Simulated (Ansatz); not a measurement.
# Calculations on SiNH6Br

## 1. Relaxation

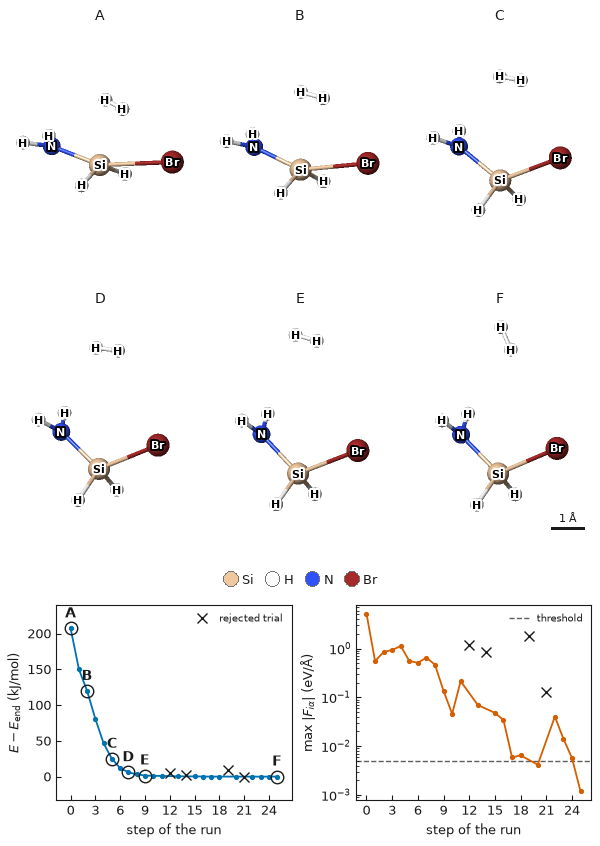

Frames of a relaxation of SiNH6Br (started from a transition state, displaced along its imaginary mode), marked on the history of the run. The picture is a ball-and-stick view, seen at a tilt.

Computed with RKS PBE0-D4/def2-TZVP (Ansatz 0.2.0).

Input
```yaml
crystal:
  periodic: [false, false, false]
  atoms:
    - {symbol: Si, position_ang: [-0.429141, -0.304511, 0.306443]}
    - {symbol: H, position_ang: [1.521990, 0.263492, 0.132291]}
    - {symbol: H, position_ang: [-0.540008, -1.647561, -0.283711]}
    - {symbol: H, position_ang: [-1.067812, 0.632297, 1.243955]}
    - {symbol: N, position_ang: [-0.520957, 0.643797, -1.140576]}
    - {symbol: H, position_ang: [1.474798, -0.099766, 0.657882]}
    - {symbol: Br, position_ang: [0.604202, -1.422302, 2.330991]}
    - {symbol: H, position_ang: [-0.678532, 1.645427, -1.169358]}
    - {symbol: H, position_ang: [-0.364640, 0.289327, -2.078018]}
basis:
  gaussian: {orbitals: def2-TZVP}
hamiltonian: {xc: pbe0, dispersion: d4}
relax: {f_tol: 0.005, max_steps: 200}
```

Launched with:
```bash
ansatz run in.yaml --threads 4 --pin off --events-out ev --progress --plain --max-ram 9574MiB
```

**Describe the path.**

The energy falls by 207.1 kJ/mol in 21 accepted moves (25 points after the start). Largest force component: 5.2 eV/Å at the start, 0.0012 eV/Å at the end. The line search rejected the trial steps at points 12, 14, 19, 21 of the run. The forces were under the threshold at step 20, but the run went on from there. The largest move after the best rigid fit is that of H2, 1.71 Å. Largest moves by element: H 1.71 Å, Si 0.80 Å, Br 0.55 Å, N 0.35 Å. Near-neighbour distances that change, for instance: Si1–H2 2.040 → 4.529 Å, Si1–H6 1.947 → 3.885 Å, H6–Br7 2.304 → 3.354 Å, Si1–Br7 2.533 → 2.244 Å. Among the angles between lasting bonds that change: N5–Si1–Br7 158.5° → 115.2°, H3–Si1–H4 143.5° → 113.4°, H3–Si1–Br7 87.0° → 105.5°. The run took 120 s on 4 threads of Intel Xeon @ 2.50GHz, on a shared host. From step 0 to 2: H6 moves most (0.34 Å), energy −87.5 kJ/mol. From step 2 to 5: H atoms move most (0.57 Å), energy −94.8 kJ/mol. From step 5 to 7: H6 moves most (0.39 Å), energy −18.8 kJ/mol. From step 7 to 9: H2 moves most (0.40 Å), energy −4.52 kJ/mol. From step 9 to 25: H6 moves most (0.35 Å), energy −1.54 kJ/mol.

## 2. Relaxation

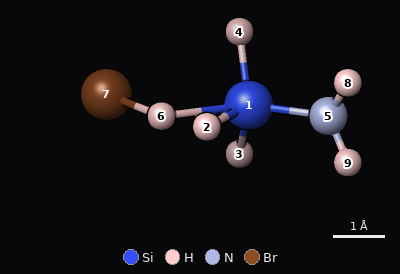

SiNH$_{6}$Br (started from a transition state, displaced along its imaginary mode), before the relaxation. Style: ball-and-stick. Shown at a tilt.

The calculation used RKS PBE0-D4/def2-TZVP in Ansatz.

Input
```yaml
crystal:
  periodic: [false, false, false]
  atoms:
    - {symbol: Si, position_ang: [-0.236430, -0.117926, 0.094175]}
    - {symbol: H, position_ang: [1.230398, 0.152291, 0.197588]}
    - {symbol: H, position_ang: [-0.441994, -1.554201, -0.193495]}
    - {symbol: H, position_ang: [-0.928832, 0.550813, 1.217197]}
    - {symbol: N, position_ang: [-0.660222, 0.727743, -1.313941]}
    - {symbol: H, position_ang: [1.267493, -0.445293, 1.102443]}
    - {symbol: Br, position_ang: [0.918601, -1.396246, 2.401020]}
    - {symbol: H, position_ang: [-0.733275, 1.727617, -1.292712]}
    - {symbol: H, position_ang: [-0.415839, 0.355402, -2.212375]}
basis:
  gaussian: {orbitals: def2-TZVP}
hamiltonian: {xc: pbe0, dispersion: d4}
relax: {f_tol: 0.005, max_steps: 200}
```

Launched with:
```bash
ansatz run in.yaml --threads 4 --pin off --events-out ev --progress --plain --max-ram 9574MiB
```

Q: Where does the relaxation end?

A: The atom that moves furthest after the best rigid fit is Br7 (1.20 Å). By element the largest moves are Br 1.20 Å, H 0.89 Å, Si 0.34 Å, N 0.32 Å. Near-neighbour distances that change, for instance: Si1–Br7 2.879 → 4.260 Å, Si1–H6 1.840 → 2.960 Å, H6–Br7 1.647 → 1.431 Å, Si1–N5 1.696 → 1.713 Å. Bond angles that change, for instance: H2–Si1–N5 102.3° → 115.1°, H3–Si1–H4 121.4° → 111.5°, H8–N5–H9 114.0° → 111.1°. The energy falls by 0.782 eV in 19 accepted moves (22 points after the start). The largest force component goes from 1.5 to 0.0031 eV/Å. The line search rejected the trial steps at points 6, 8, 16 of the run.

The structure at the end:

```xyz
9

Si   -0.4626   -0.0112   -0.1430
H     0.9619   -0.0047    0.3393
H    -0.8152   -1.4308   -0.3889
H    -1.2781    0.5695    0.9515
N    -0.7492    0.8827   -1.5760
H     1.5787   -0.8580    1.8255
Br    1.9355   -1.5713    3.0132
H    -0.7422    1.8894   -1.5569
H    -0.4287    0.5346   -2.4648
```

The end point in the same view:

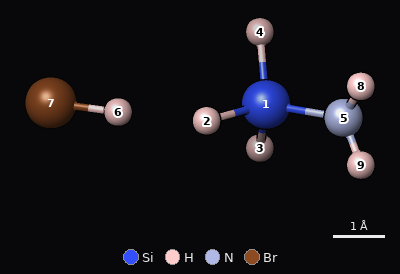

## 3. Reaction

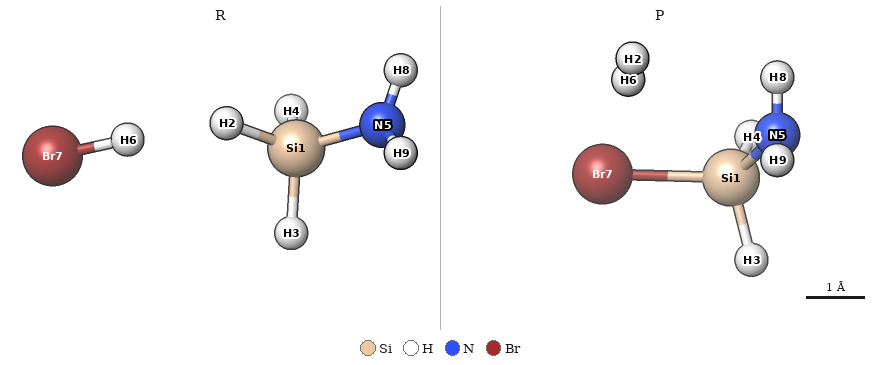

Reactant (R) and product (P) of one elementary step of SiNH$_{6}$Br. Style: ball-and-stick. Shown at a tilt.

Stationary points at PBE0-D4/def2-TZVP, single-point energies with CCSD(T)/CBS, PBE-QIDH, SPW92 (LDA) (def2-TZVPP where no basis is named; Ansatz 0.2.0). The energies are electronic, without zero-point or thermal terms, and both ends are the minima reached downhill from the saddle, with any fragments still in contact. CCSD(T)/CBS stands for a frozen-core estimate: MP2 correlation extrapolated from def2-TZVPP and def2-QZVPP, CCSD(T) minus MP2 from the smaller set.

**What is the transition state like, and how high is the barrier?**

Counted by bonded pieces, R holds HBr + SiH₅N and P holds H₂ + SiH₄BrN. From R over the saddle to P, bonds form: Si1–Br7 (4.26 → 2.71 → 2.24 Å), H2–H6 (1.82 → 0.86 → 0.75 Å). Bonds break: Si1–H2 (1.50 → 1.76 → 4.53 Å), H6–Br7 (1.43 → 1.97 → 3.35 Å). The saddle has one imaginary mode, 517i cm⁻¹. With CCSD(T)/CBS the barrier is 118.3 kJ/mol from R and 208.2 kJ/mol from P, and P lies 89.9 kJ/mol below R.

```
      level  barrier from R (kJ/mol)  barrier from P (kJ/mol)  P less R (kJ/mol)
CCSD(T)/CBS                    118.3                    208.2              −89.9
   PBE-QIDH                    113.0                    201.9              −88.9
SPW92 (LDA)                     69.0                    146.3              −77.3
```

Against CCSD(T)/CBS, PBE-QIDH comes closest on the barrier from R (−5.3 kJ/mol) and SPW92 (LDA) misses most (−49.3 kJ/mol).

The saddle point in the same view, with dashed sticks for the bonds that form or break:

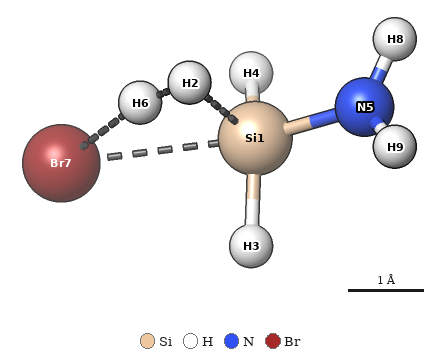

## 4. Path

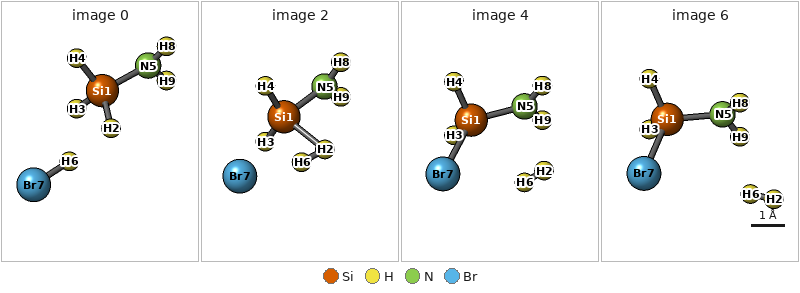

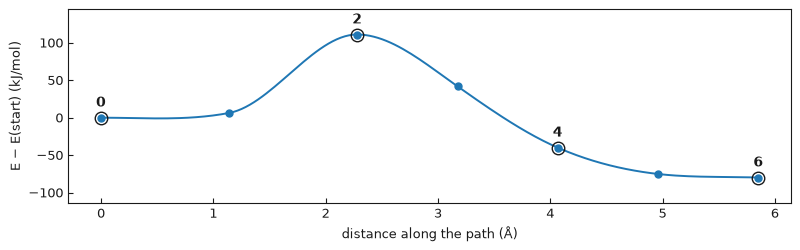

A nudged-elastic-band calculation for SiNH6Br. Images are numbered from 0 (start) to 6 (end). Style: ball-and-stick. Shown from a free direction.

Level of theory: RKS PBE0-D4/def2-SVP (Ansatz 0.2.0). Set-up: 5 movable images; climbing image.

> What happens along the path, and what is the barrier?

Breaking: H6–Br7 (1.43 → 1.97 at the top → 3.35 Å), Si1–H2 (1.50 → 1.79 at the top → 4.53 Å). Forming: H2–H6 (1.82 → 0.87 at the top → 0.75 Å), Si1–Br7 (4.26 → 2.70 at the top → 2.24 Å). The highest point, image 2, lies 111.0 kJ/mol above the start and 190.9 kJ/mol above the end; the end is at −79.9 kJ/mol relative to the start. The band converged in 13 iterations. The largest component of the band force went from 4.1 to 0.03 eV/Å. The climbing image converged on the top of the path. Its curvatures weren't checked. The largest force component is 0.31 eV/Å at the start and 0.39 eV/Å at the end; an end with forces this large is no minimum, and the barrier measured from it can be far off.

Cost: 4.2 min on 4 threads of Intel Xeon @ 2.50GHz, on a shared host.
